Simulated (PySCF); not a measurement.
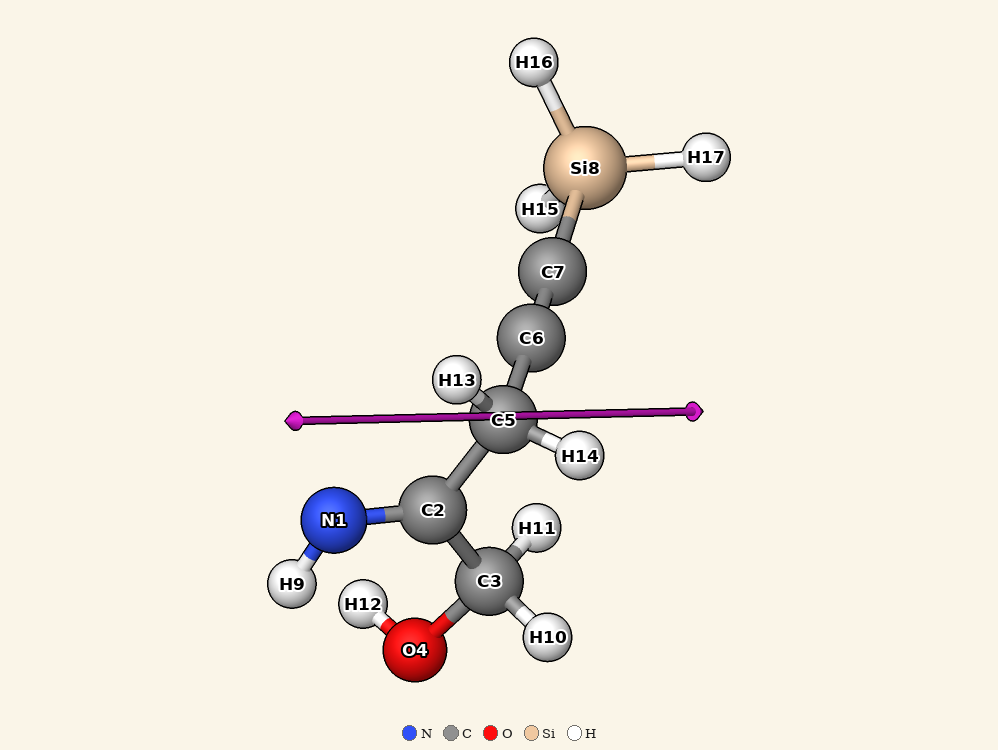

The double arrow shows the direction of the transition dipole to excited singlet state 6 (its length means nothing). The computed structure is the end point of a GFN2-xTB optimisation. No frequency run is at hand to confirm it as a minimum. Level of theory: TDDFT CAM-B3LYP/def2-SVPD, vertical, gas phase, core orbitals frozen in the response (PySCF 2.14.0).

### Where does the transition lie, and how strong is it?

7.27 eV (171 nm), oscillator strength 0.016, mainly HOMO−1 → LUMO+1 (weight 0.56); transition dipole 0.77 D.

The geometry is semi-empirical. Around Si such bond lengths and angles can be off by a tenth of an ångström or more and by several degrees, and values that hang on the shape move with them.
